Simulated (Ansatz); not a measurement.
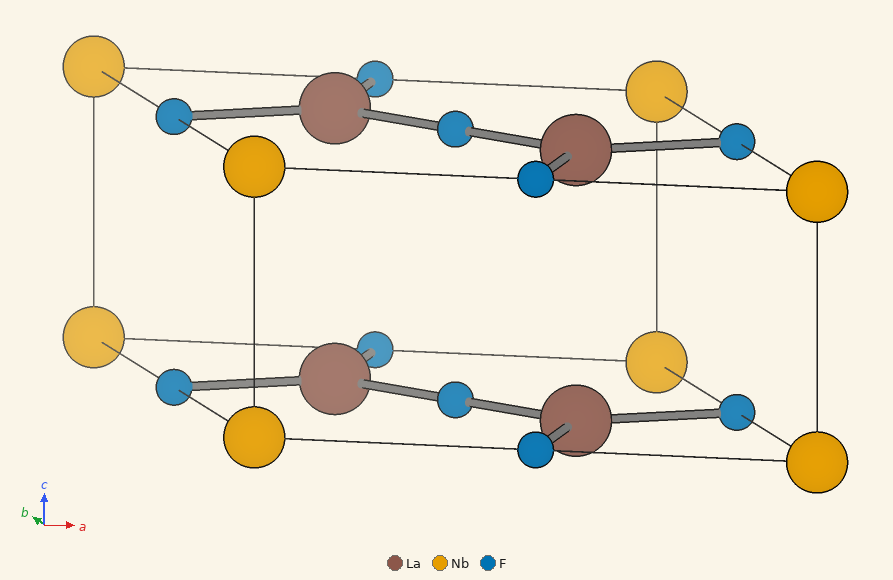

An orthographic ball-and-stick view of the structure, slightly off an axis. Thin lines show the simulation cell, with boundary atoms drawn in all their periodic places.

```xyz
6
Lattice="7.8418 0.0000 0.0000 -3.9209 6.7912 0.0000 0.0000 0.0000 3.7210" Properties=species:S:1:pos:R:3 pbc="T T T"
La    0.0000    4.5274    0.0000
La    3.9209    2.2637    0.0000
Nb    0.0000    0.0000    0.0000
F     3.9209    0.0000    0.0000
F     5.8813    3.3956    0.0000
F     1.9604    3.3956    0.0000
```

Computational set-up: DFT PBE, scalar-relativistic, plane waves, PAW (Ansatz 0.2.0), E_cut = 420 eV, a 6×6×10 sampling of the Brillouin zone, Gaussian smearing of 0.1 eV, collinear spins. The state is ferromagnetic.

### Predict the Bader charges.

La +1.50 e; Nb -0.49 e; F -0.84 e.

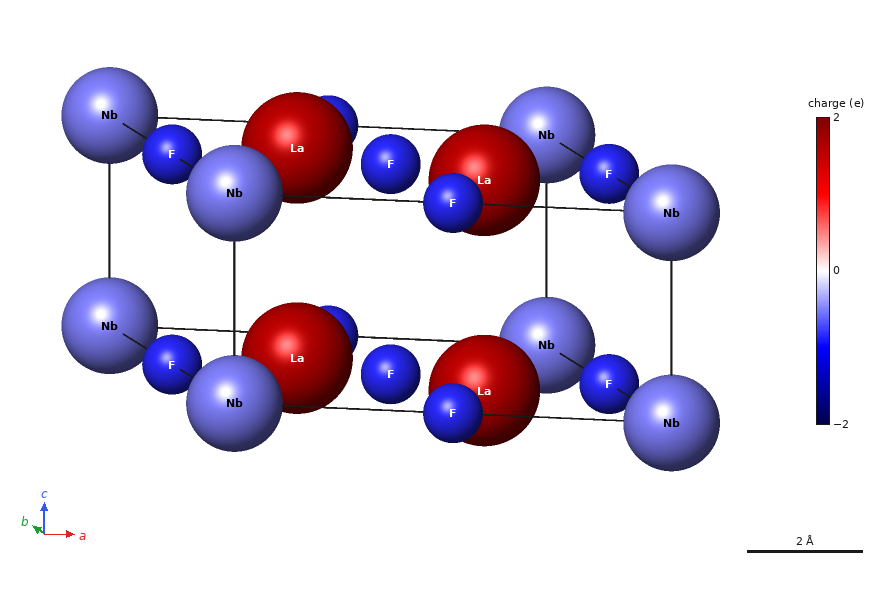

The atoms coloured by those charges.

The structure comes from a random cell made by a generator, so it need not be a real form of the compound. Earlier steps of the study, as a rule a relaxation of our own, may have changed the cell and positions, so they can lie some per cent off the listed ones. A calculation with Ansatz used it as input.
